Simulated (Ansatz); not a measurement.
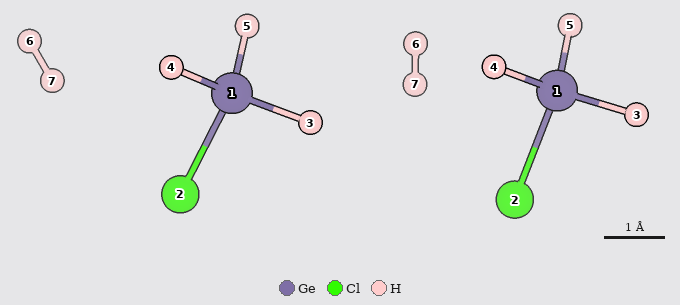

Two geometries of GeH5Cl, drawn at one scale. One is the start of a relaxation, the other its converged end. Style: ball-and-stick. Shown at a tilt.

Computed with RKS B3LYP-D4/def2-SVP (Ansatz). (no spin polarisation; force threshold 0.03 eV/Å; at most 50 steps)

Which one is relaxed?

The left one is the relaxed one. The run prepares an end point of a later path (reaction) calculation, from a guessed geometry. The energy falls by 3.43 kcal/mol in 10 accepted moves (11 points after the start). Largest force component: 1.5 eV/Å at the start, 0.019 eV/Å at the end. The line search rejected the trial step at point 6 of the run. The forces were under the threshold at step 5, but the run went on from there. H6 moves most after the best rigid fit: 0.89 Å. Largest moves by element: H 0.89 Å, Ge 0.29 Å, Cl 0.15 Å. Among the contacts that change: H6–H7 0.719 → 0.762 Å, Ge1–Cl2 2.209 → 2.184 Å.

Limits of the set-up: the start holds two separate molecules, 2.6 Å apart at their closest, whose relative position is a soft coordinate.
